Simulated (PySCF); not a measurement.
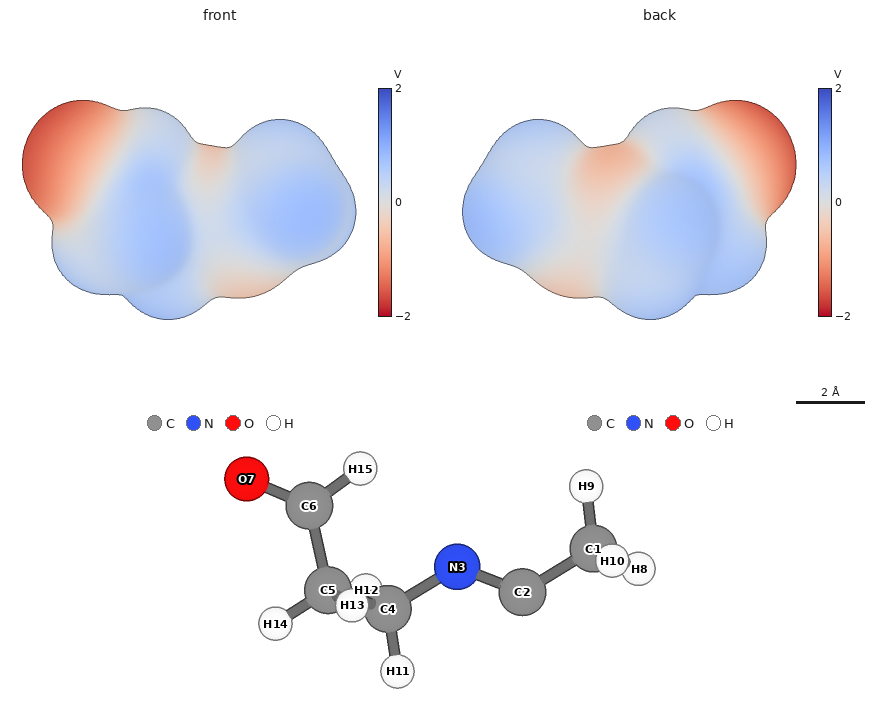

*C5H8NO (SMILES C/[C]=N/CCC=O) (doublet). The molecular electrostatic potential painted on the density surface at 0.001 e/bohr³, seen from the front and from behind; the colour scale runs from red (negative) to blue (positive). The bare structure is drawn below in the same view.*

Geometry: GFN2-xTB.

All numbers below come from UKS B3LYP, pcH-1 on C H N O, non-relativistic, mean-field spin-orbit, GIAO (PySCF).

```xyz
15

C     2.8413    0.1107    0.3792
C     1.6369   -0.3559   -0.3198
N     0.5248    0.1852   -0.3736
C    -0.6535   -0.2693   -1.0438
C    -1.7708   -0.5243   -0.0236
C    -2.1067    0.7141    0.7572
O    -3.2081    1.0383    1.1003
H     3.6726    0.1379   -0.3242
H     2.7171    1.1000    0.8307
H     3.0906   -0.6081    1.1591
H    -0.4765   -1.1856   -1.6249
H    -0.9639    0.5247   -1.7318
H    -1.4259   -1.2720    0.6975
H    -2.6648   -0.9087   -0.5164
H    -1.2177    1.3212    1.0122
```

### Describe the electrostatic potential map.

The most negative region (about −1.6 V) lies over O7, the most positive (about +0.8 V) over H8, H10 and H13. O7 is the likeliest acceptor of a hydrogen bond.
